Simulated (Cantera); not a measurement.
Feed: 1 mol Ti(OiPr)4, 0.07 mol C3H8, at 42.0 mbar.

These are equilibrium values from Cantera (NASA tables, ideal gas, pure condensed phases), not measurements of a reactor. Candidate condensed phases: C, C6H6, C7H8, C8H18, H2O, Ti, TiC, TiO, TiO2, Ti2O3, Ti3O5, Ti4O7; 113 gas species. The feed counts by its element totals alone. Mutual solubility and eutectic melting of coexisting phases are not modelled. TiC: taken at fixed stoichiometry. Condensed phases not in the tables: Magnéli phases beyond Ti4O7. Rates play no part.

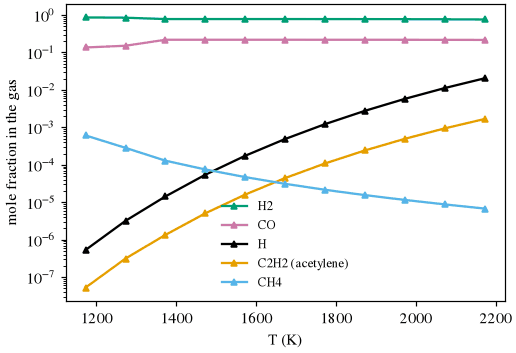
Equilibrium gas composition (values under 1e-9 drawn at 1e-9)

### Question
Read off the mole fractions at 1573 K.

### Answer
H2 about 0.78, CO about 0.22, H about 0.00018, CH4 about 4.7e-5, C2H2 (acetylene) about 1.6e-5.
